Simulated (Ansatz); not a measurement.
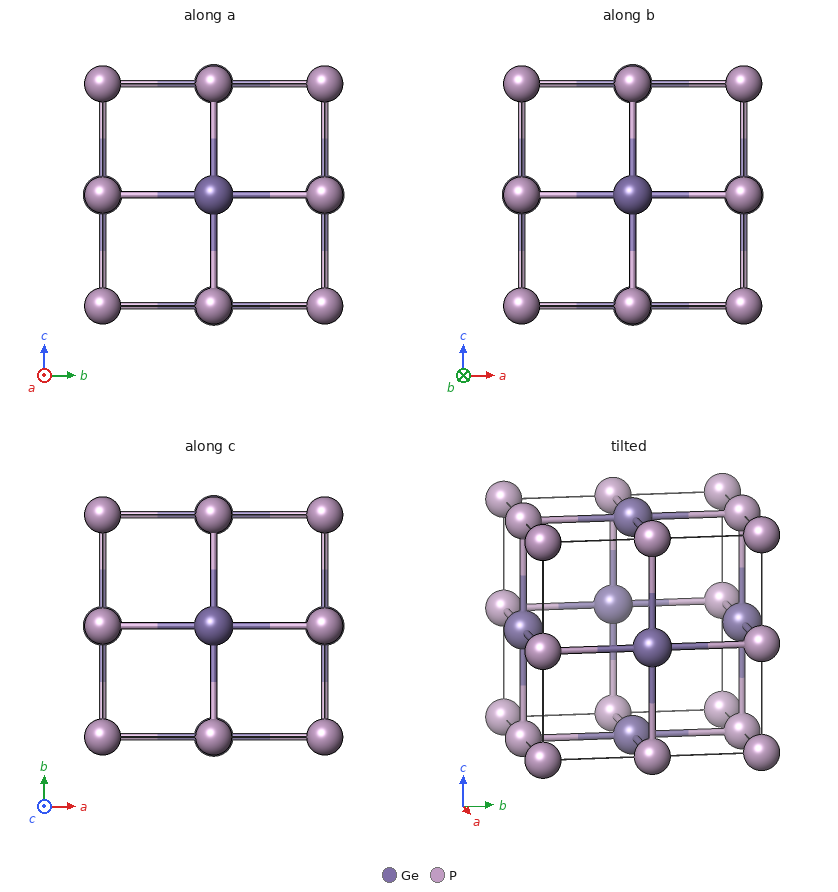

The image is a ball-and-stick drawing of a crystal, viewed along the a axis, along the b axis, along the c axis and slightly off an axis. The conventional unit cell is outlined; an atom on or near a face, edge or corner is repeated at each equivalent position.

Lattice parameters: a = 5.071 Å, b = 5.071 Å, c = 5.071 Å, α = 90.00°, β = 90.00°, γ = 90.00°.

Question: Record the structure as a table of Wyckoff sites.

Answer: Space group Pm-3m (No. 221).
```json
{"atom": "Ge", "site": "3c", "x": "0.5000", "y": "0.0000", "z": "0.5000"}
{"atom": "P", "site": "3d", "x": "0.5000", "y": "0.0000", "z": "0.0000"}
{"atom": "P", "site": "1a", "x": "0.0000", "y": "0.0000", "z": "0.0000"}
```

Starting structure: a random cell made by a generator, so it need not be a real form of the compound. The final geometry of a relaxation with DFT PBE, scalar-relativistic, plane waves, PAW (Ansatz 0.2.0) is shown.
